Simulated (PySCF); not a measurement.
Cd(Cl)(OH), SMILES [OH][Cd][Cl], singlet, CAM-B3LYP/def2-SVP optimised geometry. Atoms within 1.6 Å of the plane z = 0.0 Å (x, y, z in Å): Cd1 (0.05, 0.33, 0.00), Cl2 (2.32, 0.33, 0.00), O3 (-1.90, 0.43, 0.00), H4 (-2.32, -0.43, 0.06).

Method: CAM-B3LYP/def2-TZVP, def2 effective core potentials past Kr (PySCF). The core electrons that the potentials of Cd replace are not part of the density. Cells within 0.4 Å of a nucleus heavier than hydrogen are left out (blank, or x).

Map of the electrostatic potential (hartree/e), clipped to [-0.08, 0.12] on the plane z = 0.0 Å:

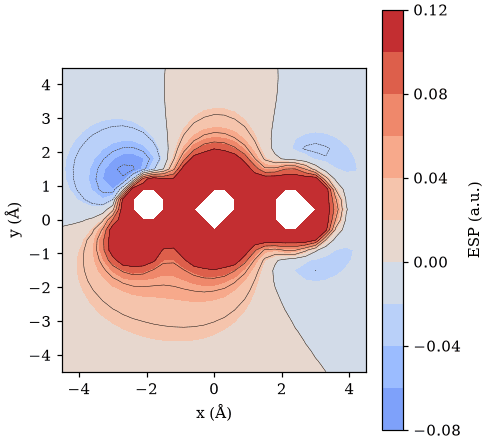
Figure. Electrostatic potential (hartree/e), clipped to [-0.08, 0.12] on the plane z = 0.0 Å.
